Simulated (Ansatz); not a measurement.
AlF$_{2}$HO$_{2}$···HBr

```xyz
8

Al   -0.1419   -0.8659    0.6802
Br    1.6267    0.4989   -2.2885
F    -1.3410   -1.5058    1.6486
F     0.9920   -1.8918    0.0370
H     1.4898    1.1728   -0.9760
O     0.1329    0.9518    0.8240
O    -0.9785    0.6603   -0.2006
H    -1.7801    0.9796    0.2753
```

Not at a stationary point (largest force 0.8 eV/Å).

All numbers below come from Ansatz 0.2.0, RKS PBE/def2-SVP.

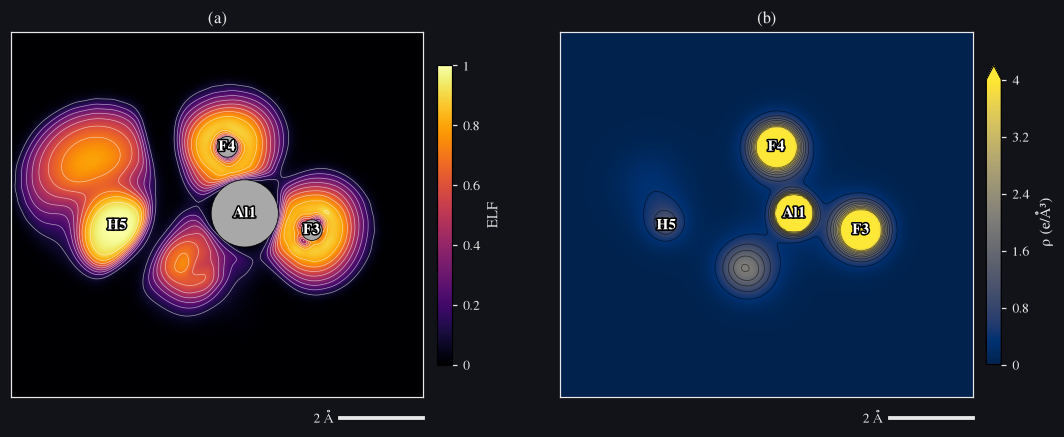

Figure 1. (a) ELF; (b) total electron density on the plane of atoms F3, Al1 and F4. Grey discs cover the atomic cores in the ELF map.

What does the map show?

Answer. The section cuts through Al, F and H sites.
Al–F (1.66 Å): ρ at the midpoint is about 0.81 e/Å³; the ELF peaks at about 0.85 in the valence shell of F, 0.6 Å from its nucleus, and is about 0.25 at the midpoint.
The ELF also peaks beside F3, Br2 and F4, away from the bonds: lone-pair regions.

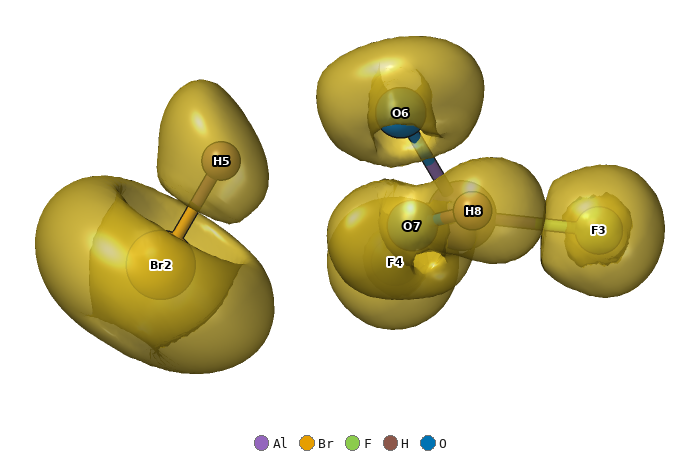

Figure 2. Isosurface of the ELF at 0.75 (yellow), seen from one side. Core shells and regions of very low density are left out.

What do the ELF domains correspond to?

Answer. The surface consists of one region around a hydrogen nucleus, one ring or bowl of non-bonding electrons around Br, two regions wrapped around F (the valence shell of each), one region wrapped around O (its valence shell) and one joined region spread over several atoms (H, O), in which their bonds and any lone pairs are merged.


O6···H5 (2.26 Å): the ELF dips to about 0.10 between them.

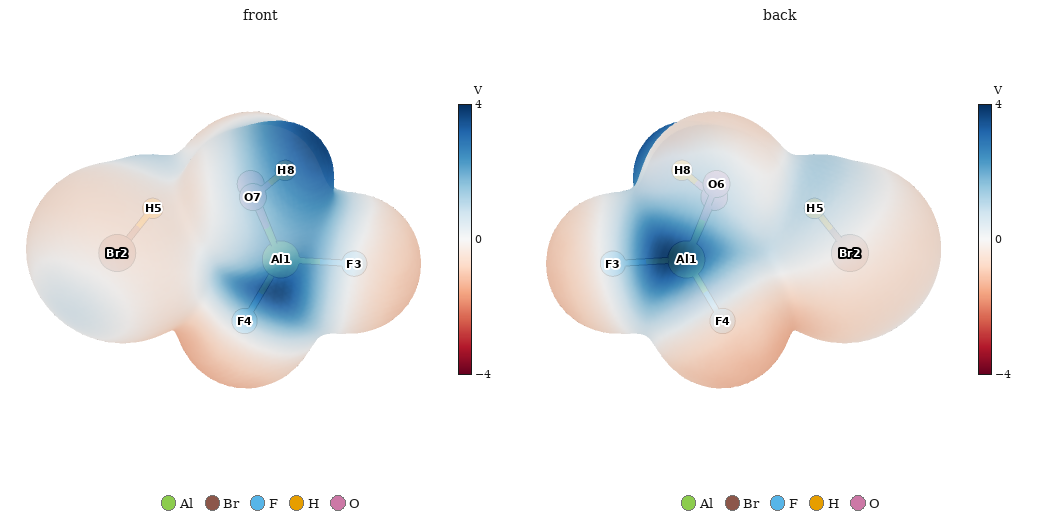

Figure 3. The molecular electrostatic potential painted on the density surface at 0.002 e/bohr³, seen from the front and from behind; the colour scale runs from red (negative) to blue (positive).

Which sites attract a positive test charge, and which a negative one?

Answer. A positive charge is drawn to the negative regions and a negative charge to the positive ones. The most negative region (about −1.3 V) lies over F4, the most positive (about +3.7 V) over Al1 and H8. Br2 shows a σ-hole: about +0.6 V at the tip opposite its bond, against about −0.6 V on its flanks.
